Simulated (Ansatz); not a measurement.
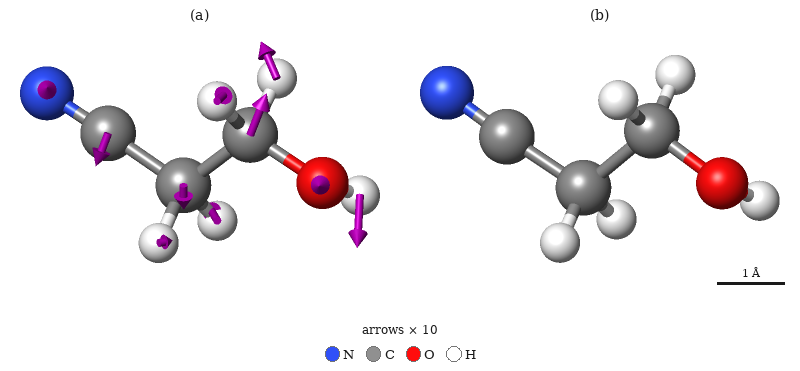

The structure of C$_{3}$H$_{5}$NO (coarse preliminary run) before (left) and after (right) a relaxation, at one scale. The purple arrows give the displacements, magnified 10 times.

A ball-and-stick model, seen at a tilt.

The start comes from a force field.

Level of theory: RKS PBE-D4/def2-SVP in Ansatz 0.2.0. Settings: force threshold 0.03 eV/Å; at most 200 steps.

Q: Describe what moved and what it gained.

A: The atom that moves furthest after the best rigid fit is an H atom (0.088 Å). By element the largest moves are H 0.088 Å, C 0.070 Å, O 0.065 Å, N 0.058 Å. Among the contacts that change: C–C 1.457 → 1.548 Å, C–H 1.177 → 1.109 Å, H–O 0.937 → 0.975 Å, C–H 1.141 → 1.110 Å. Among the angles between lasting bonds that change: O–C–H 107.1° → 113.1°, H–C–H 101.9° → 106.7°, C–C–O 116.0° → 111.6°. The energy falls by 7.11 kcal/mol in 5 geometry steps. The largest force component goes from 3.8 to 0.023 eV/Å.
